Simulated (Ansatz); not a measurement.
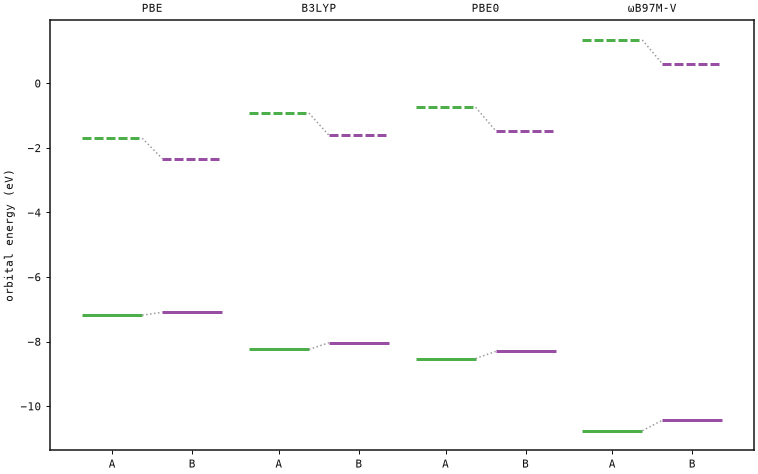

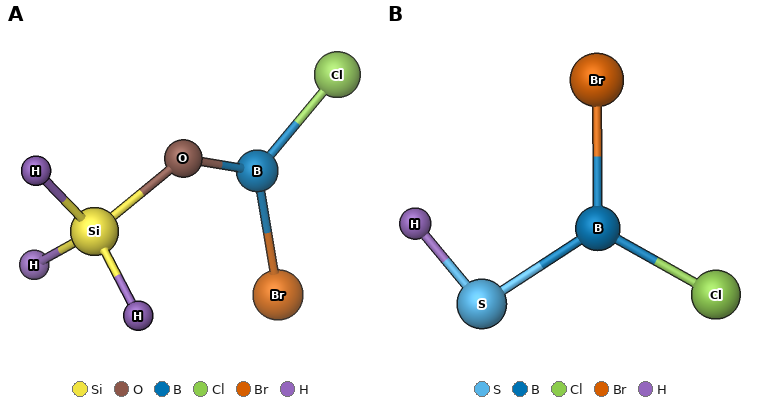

One change: A, BSiH₃OBrCl (SMILES [SiH3]OB(Cl)Br), becomes B, BHSBrCl (SMILES SB(Cl)Br). SiH₃O (bound through O) on B is replaced by SH. HOMO (solid) and LUMO (dashed) computed in def2-TZVPP at PBE0-D4/def2-TZVP geometries, both minima by their frequencies, gas phase, the Ansatz code. Empty levels above zero depend strongly on the basis.

> What does the change do to HOMO and LUMO?

PBE: the HOMO rises by 0.09 eV, the LUMO falls by 0.63 eV, and the separation goes from 5.48 to 4.76 eV. B3LYP: the HOMO rises by 0.21 eV, the LUMO falls by 0.69 eV, and the separation goes from 7.32 to 6.43 eV. PBE0: the HOMO rises by 0.22 eV, the LUMO falls by 0.72 eV, and the separation goes from 7.78 to 6.84 eV. ωB97M-V: the HOMO rises by 0.32 eV, the LUMO falls by 0.74 eV, and the separation goes from 12.10 to 11.04 eV.

> Do the functionals agree on the effect?

They agree on the direction for both levels; the HOMO shift lies between 0.09 and 0.32 eV and the LUMO shift between −0.74 and −0.63 eV, while the separations themselves differ by up to 6.6 eV between functionals.

Caveats: one conformer of each flexible molecule.
